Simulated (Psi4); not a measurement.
# MP2/def2-TZVPP run of SO2 (sulfur dioxide)

Aim: the energy change on altering one bond length of SO2 (sulfur dioxide) at MP2/def2-TZVPP, from 2 runs. 

The results are computed with Psi4 1.11.

3 further runs of the same task are left out: 1 that didn't finish, 2 set aside as unsound or not needed.

## Step 1: The structure to begin with

SO2: 3 atoms, total charge 0, spin state singlet. As SMILES, `O=S=O`. The coordinates come from a PBE0-D4/def2-TZVP relaxation.

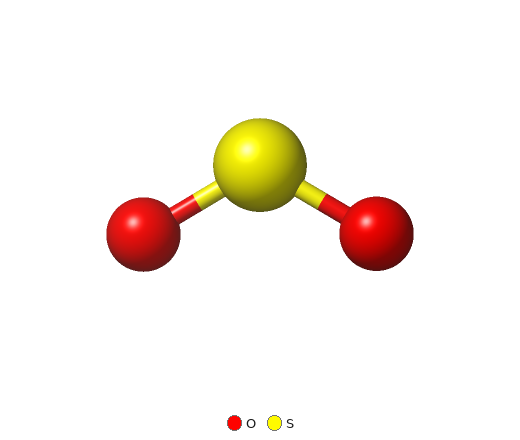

The structure, seen from a chosen angle (oxygen red, sulfur yellow).

## Step 2: The energy at MP2/def2-TZVPP

run.py reads:

```python
import psi4

psi4.set_memory('2200 MB')
psi4.set_num_threads(1)
psi4.core.set_output_file('psi4.out', False)

mol = psi4.geometry("""
0 1
O     -0.974420     0.645900    -0.459510
S      0.269520     0.357380     0.186790
O      0.704900    -1.003280     0.272720
units angstrom
symmetry c1
no_reorient
no_com
""")

psi4.set_options({
    'basis': 'def2-TZVPP',
    'reference': 'rhf',
    'puream': True,
    'e_convergence': 1e-09,
    'd_convergence': 1e-08,
    'scf_type': 'pk',
    'num_frozen_docc': 7,
    'mp2_type': 'conv',
})

e_tot, wfn = psi4.energy("mp2", return_wfn=True)
print(f'mp2 energy: {e_tot:.10f} Eh')
```

On the command line:

```sh
python run.py
```

psi4.out, cut to the lines that bear on the results:

```text
[...]
  Running in c1 symmetry.
[...]
  Nuclear repulsion =  108.393821834018638
[...]
  Multiplicity = 1
[...]
  Nalpha       = 16
  Nbeta        = 16
[...]
    Number of basis functions: 104
[...]
   @RHF iter   1:  -547.17225949994713   -1.81546e-01   5.56499e-03 ADIIS/DIIS
[...]
   @RHF iter  12:  -547.30310712995936   -1.25056e-12   3.57401e-09 DIIS
[...]
    Orbital Energies [Eh]
    ---------------------
    Doubly Occupied:
       1A    -92.167600     2A    -20.621986     3A    -20.621954
       4A     -9.149501     5A     -6.831249     6A     -6.830949
       7A     -6.829161     8A     -1.502209     9A     -1.399002
      10A     -0.866036    11A     -0.698228    12A     -0.692349
      13A     -0.662962    14A     -0.542530    15A     -0.521943
      16A     -0.495597
[...]
  @RHF Final Energy:  -547.30310712995936
   => Energetics <=
    Nuclear Repulsion Energy =            108.3938218340186381
    One-Electron Energy =                -970.5273477790126435
    Two-Electron Energy =                 314.8304188150347613
    Total Energy =                       -547.3031071299592440
[...]
 Multipole Moments:
 ------------------------------------------------------------------------------------
     Multipole            Electronic (a.u.)      Nuclear  (a.u.)        Total (a.u.)
 ------------------------------------------------------------------------------------
 L = 1.  Multiply by 2.5417464519 to convert [e a0] to [Debye]
 Dipole X            :         -3.6138012            4.0745519            0.4607507
 Dipole Y            :         -4.7918521            5.4028026            0.6109505
 Dipole Z            :         -2.5045336            2.8238555            0.3193219
 Magnitude           :                                                    0.8291672
[...]
	SCS-MP2 Total Energy (a.u.)        :  -547.93638203352145
	SOS-MP2 Total Energy (a.u.)        :  -547.87817664485885
	SCSN-MP2 Total Energy (a.u.)       :  -547.61043158209816
[...]
	SOS-PI-MP2 Total Energy (a.u.)     :  -547.97402156400869
[...]
	MP2 Total Energy (a.u.)            :  -547.95694789169693
[...]
```

Standard output:

```text
mp2 energy: -547.9569478917 Eh
```

It took 16 s on 1 thread of Intel Xeon at 2.50GHz (Skylake/Cascade Lake), shared host; peak memory 0.66 GiB.

## Step 3: The distorted shape at the same level

job.json reads:

```json
{
  "schema_name": "qcschema_input",
  "schema_version": 1,
  "molecule": {
    "schema_name": "qcschema_molecule",
    "schema_version": 2,
    "symbols": ["O", "S", "O"],
    "geometry": [-4.66216789, 1.87482752, -2.33391003, 0.50931899, 0.67535032, 0.35298194, 1.33206795, -1.89592443, 0.51536611],
    "molecular_charge": 0,
    "molecular_multiplicity": 1,
    "fix_symmetry": "c1",
    "fix_com": true,
    "fix_orientation": true
  },
  "driver": "energy",
  "model": {
    "method": "mp2",
    "basis": "def2-TZVPP"
  },
  "keywords": {
    "puream": true,
    "e_convergence": 1e-09,
    "d_convergence": 1e-08,
    "scf_type": "pk",
    "num_frozen_docc": 7,
    "mp2_type": "conv"
  }
}
```

On the command line:

```sh
psi4 --qcschema job.json -n 1 --memory 2200MB
```

stdout, cut to the lines that bear on the results:

```text
[...]
  Running in c1 symmetry.
[...]
  Nuclear repulsion =   77.224083535656646
[...]
  Multiplicity = 1
[...]
  Nalpha       = 16
  Nbeta        = 16
[...]
    Number of basis functions: 104
[...]
   @RHF iter   1:  -545.86942877177933   -2.87394e-02   9.99417e-03 ADIIS/DIIS
[...]
   @RHF iter  23:  -547.03231147126542   -4.20641e-12   5.41228e-09 DIIS
[...]
    Orbital Energies [Eh]
    ---------------------
    Doubly Occupied:
       1A    -92.077423     2A    -20.690997     3A    -20.643420
       4A     -9.074785     5A     -6.755476     6A     -6.755363
       7A     -6.752006     8A     -1.452559     9A     -1.248596
      10A     -0.883609    11A     -0.653047    12A     -0.635262
      13A     -0.583511    14A     -0.571590    15A     -0.571402
      16A     -0.363640
[...]
  @RHF Final Energy:  -547.03231147126542
   => Energetics <=
    Nuclear Repulsion Energy =             77.2240835356566464
    One-Electron Energy =                -909.0874184672293268
    Two-Electron Energy =                 284.8310234603072217
    Total Energy =                       -547.0323114712655297
[...]
 Multipole Moments:
 ------------------------------------------------------------------------------------
     Multipole            Electronic (a.u.)      Nuclear  (a.u.)        Total (a.u.)
 ------------------------------------------------------------------------------------
 L = 1.  Multiply by 2.5417464519 to convert [e a0] to [Debye]
 Dipole X            :         18.5272174          -18.4916957            0.0355217
 Dipole Y            :        -10.0663954           10.6368298            0.5704345
 Dipole Z            :          8.9835358           -8.9006403            0.0828955
 Magnitude           :                                                    0.5775196
[...]
	SCS-MP2 Total Energy (a.u.)        :  -547.59573235462506
	SOS-MP2 Total Energy (a.u.)        :  -547.55209019012420
	SCSN-MP2 Total Energy (a.u.)       :  -547.26274209983001
[...]
	SOS-PI-MP2 Total Energy (a.u.)     :  -547.63871997660067
[...]
	MP2 Total Energy (a.u.)            :  -547.59638689715030
[...]
```

The result, in JSON:

```text
{
 "driver": "energy",
 "model": {
  "method": "mp2",
  "basis": "def2-TZVPP"
 },
 "success": true,
 "return_result": -547.5963868971503,
 "properties": {
  "calcinfo_nbasis": 104,
  "calcinfo_nmo": 104,
  "calcinfo_nalpha": 16,
  "calcinfo_nbeta": 16,
  "calcinfo_natom": 3,
  "nuclear_repulsion_energy": 77.22408353565665,
  "return_energy": -547.5963868971503,
  "scf_one_electron_energy": -909.0874184672293,
  "scf_two_electron_energy": 284.8310234603072,
  "scf_dipole_moment": [0.03552170257459153, 0.5704344682020412, 0.0828955061217922],
  "scf_total_energy": -547.0323114712654,
  "scf_iterations": 23,
  "mp2_same_spin_correlation_energy": -0.1309264935025755,
  "mp2_opposite_spin_correlation_energy": -0.4331489323823448,
  "mp2_singles_energy": 0.0,
  "mp2_doubles_energy": -0.5640754258849203,
  "mp2_correlation_energy": -0.5640754258848801,
  "mp2_total_energy": -547.5963868971503
 }
}
```

It took 14 s on 1 thread of Intel Xeon at 2.50GHz (Skylake/Cascade Lake), shared host; peak memory 0.66 GiB.

## Step 4: What came out

At MP2/def2-TZVPP, 7 core orbitals frozen:

| quantity | value |
| --- | --- |
| first shape: total energy | -547.95695 Eh |
| first shape: HOMO energy (Hartree–Fock orbitals) | -13.49 eV |
| first shape: LUMO energy (Hartree–Fock orbitals) | 0.42 eV |
| first shape: HOMO–LUMO gap (Hartree–Fock orbitals) | 13.91 eV |
| first shape: correlation energy (7 core orbitals frozen) | -653.8 mEh |
| distorted shape: total energy | -547.59639 Eh |
| distorted shape: HOMO energy (Hartree–Fock orbitals) | -9.90 eV |
| distorted shape: LUMO energy (Hartree–Fock orbitals) | -0.62 eV |
| distorted shape: HOMO–LUMO gap (Hartree–Fock orbitals) | 9.28 eV |
| distorted shape: correlation energy (7 core orbitals frozen) | -564.1 mEh |
| energy change with the O1–S2 bond stretched from 1.431 to 3.149 Å | 9.811 eV |

**Reading.** One bond (distorted shape) is far stretched, which a spin-restricted single reference describes badly; perturbation theory on it can break down and give far too much correlation. With the O1–S2 bond stretched from 1.431 to 3.149 Å the energy rises by 9.81 eV (226 kcal/mol). The first shape isn't relaxed at this level, so the change isn't measured from a minimum. A restricted reference can't describe the breaking bond well at this length.
